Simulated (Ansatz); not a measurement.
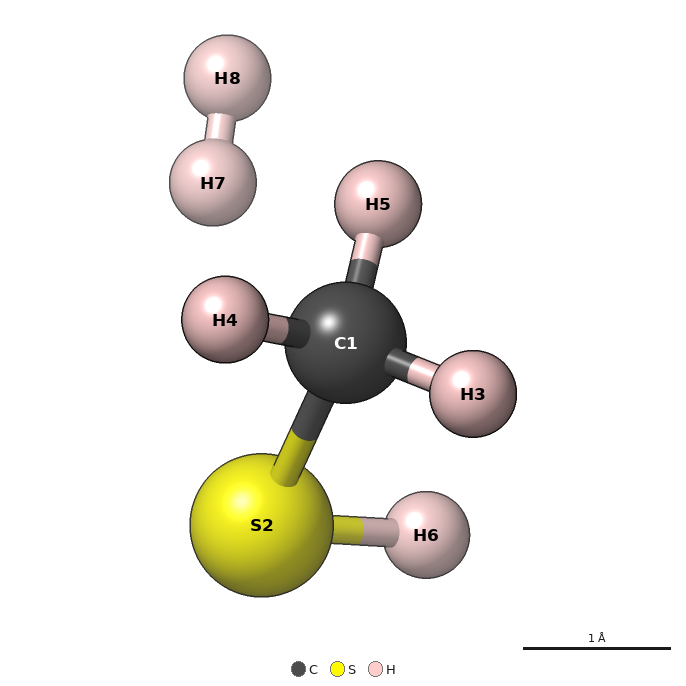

Figure made from data computed with Ansatz.

Orthographic view. Distant atoms are faded towards the background colour. Geometry: a pair of rigid molecules at a changed separation.

List all interatomic distances (Å) as a matrix.

```tsv
atom	C1	S2	H3	H4	H5	H6	H7	H8
C1	0.00							
S2	1.81	0.00						
H3	1.09	2.43	0.00					
H4	1.09	2.35	1.77	0.00				
H5	1.09	2.43	1.79	1.77	0.00			
H6	2.38	1.34	2.67	3.29	2.68	0.00		
H7	2.93	2.74	3.86	3.39	2.36	2.88	0.00	
H8	3.40	3.45	4.30	3.84	2.64	3.50	0.75	0.00
```
